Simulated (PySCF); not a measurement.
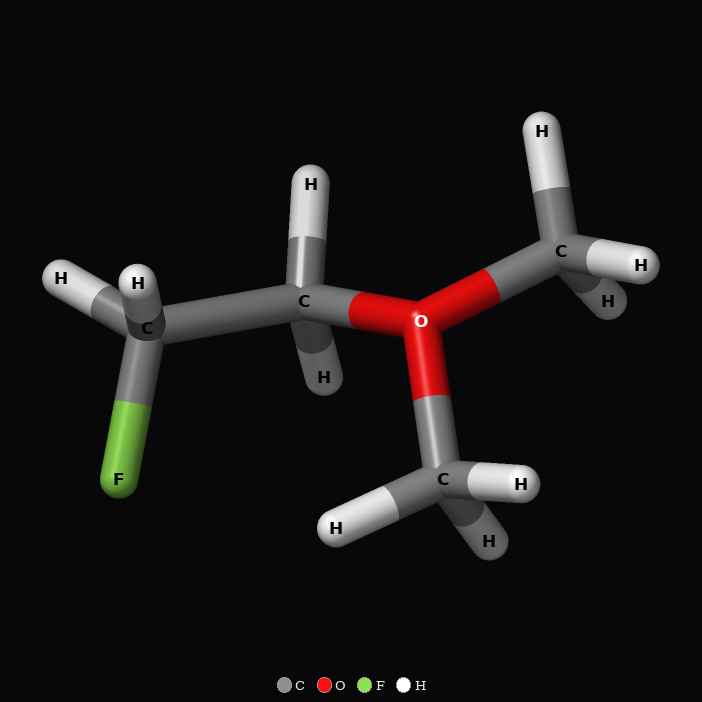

Stick drawing of a structure.

The species has charge +1 and is a spin singlet. Computed geometry: GFN2-xTB optimisation. No frequency run is at hand to confirm it as a minimum.

What is the molecular formula?

C4H10FO(+), 16 atoms: 4 carbon, 10 hydrogen, 1 fluorine and 1 oxygen.

Give the symmetry (Schoenflies symbol).

C1.

Give a SMILES string for it.

C[O+](C)CCF

Count the bonded pairs by element.

10 C–H, 3 C–O, 1 C–C, 1 C–F.

Name some functional groups or characteristic bonds that it holds.

Among them: C–F bond.

More results for the same structure follow; atom numbers are the same in all pictures, views and colours differ.

Shape

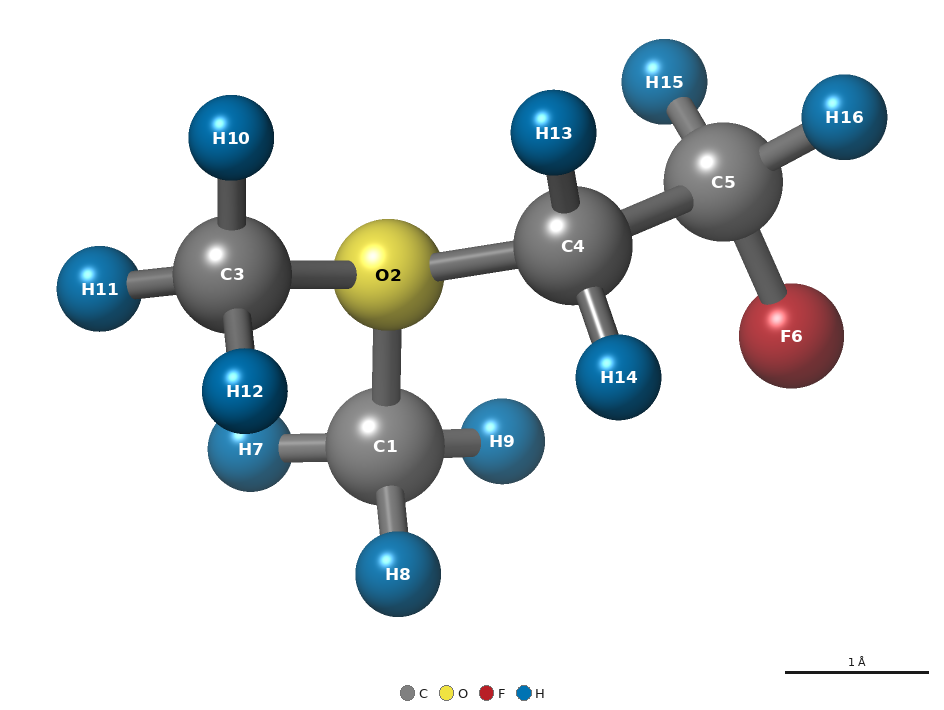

No frequency run is at hand to confirm it as a minimum.

List the bonds and their lengths.

```
  bond  length (Å)   order
 C1–O2       1.449  single
 C1–H7       1.089  single
 C1–H8       1.092  single
 C1–H9       1.089  single
 O2–C3       1.445  single
 O2–C4       1.464  single
C3–H10       1.090  single
C3–H11       1.090  single
C3–H12       1.092  single
 C4–C5       1.525  single
C4–H13       1.091  single
C4–H14       1.096  single
 C5–F6       1.365  single
C5–H15       1.095  single
C5–H16       1.094  single
```

Excitation

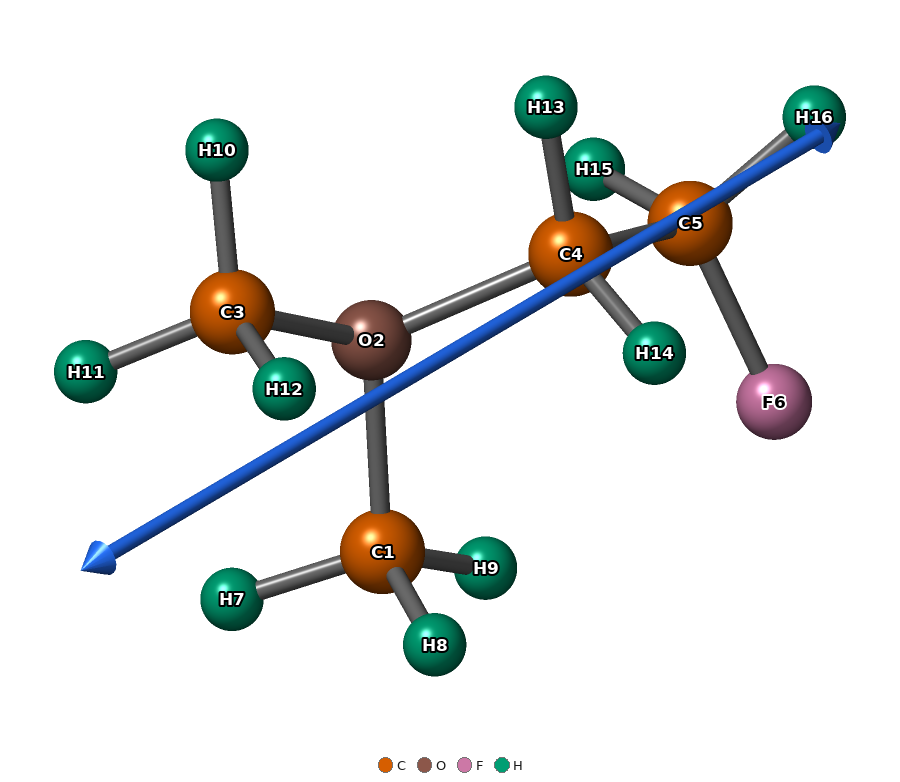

The double arrow shows the direction of the transition dipole to excited singlet state 2 (its length means nothing). No frequency run is at hand to confirm it as a minimum. Level of theory: TDDFT PBE0/def2-SVPD, vertical, gas phase, core orbitals frozen in the response (PySCF 2.14.0).

Give its energy, strength and character.

9.00 eV (138 nm), oscillator strength 0.032, mainly HOMO → LUMO (weight 0.82); transition dipole 0.96 D.

Polarisability

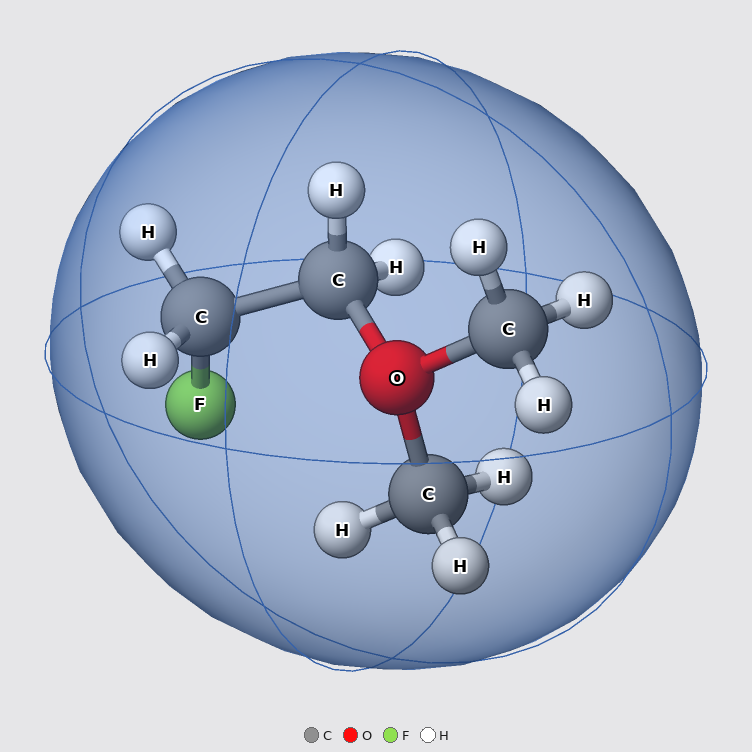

The ellipsoid shows the static dipole polarisability: its half-axes are proportional to the principal values. No frequency run is at hand to confirm it as a minimum. Method: PBE0/def2-SVPD (PySCF 2.14.0).

How large and how anisotropic is the polarisability?

Principal values 44.2, 51.2, 56.8 bohr³; mean 50.7 bohr³ (7.52 Å³); anisotropy 11.0 bohr³, so the longest axis is 1.29 times the shortest.

NMR shielding

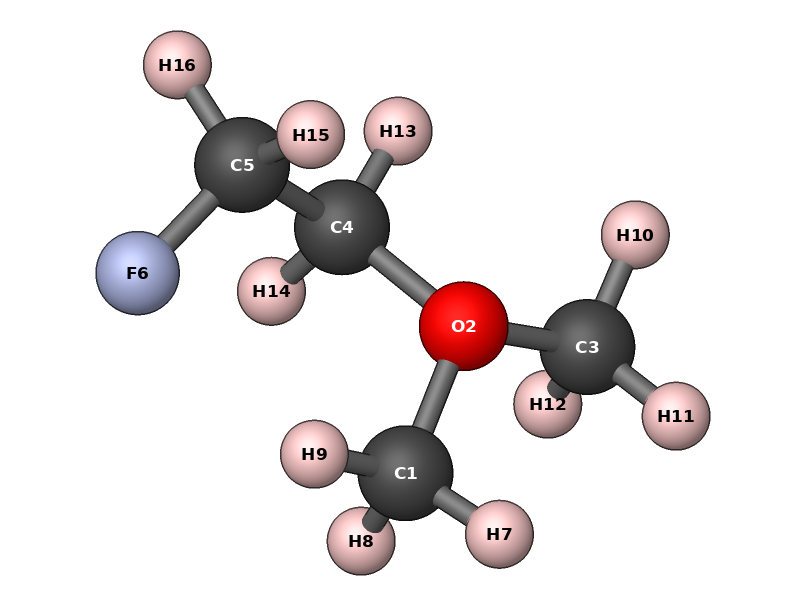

No frequency run is at hand to confirm it as a minimum. Level of theory: GIAO PBE0/pcSseg-1 NMR shielding, non-relativistic, gas phase (PySCF 2.14.0). Principal shieldings σ11 ≤ σ22 ≤ σ33, span Ω = σ33 − σ11, skew κ = 3(σiso − σ22)/Ω.

Give the shielding tensors of the O atoms.

| atom | σ11 | σ22 | σ33 | σiso | Ω | κ |
| --- | --- | --- | --- | --- | --- | --- |
| O2 | 252.3 | 298.2 | 340.8 | 297.1 | 88.5 | −0.04 |

Shieldings and span in ppm.
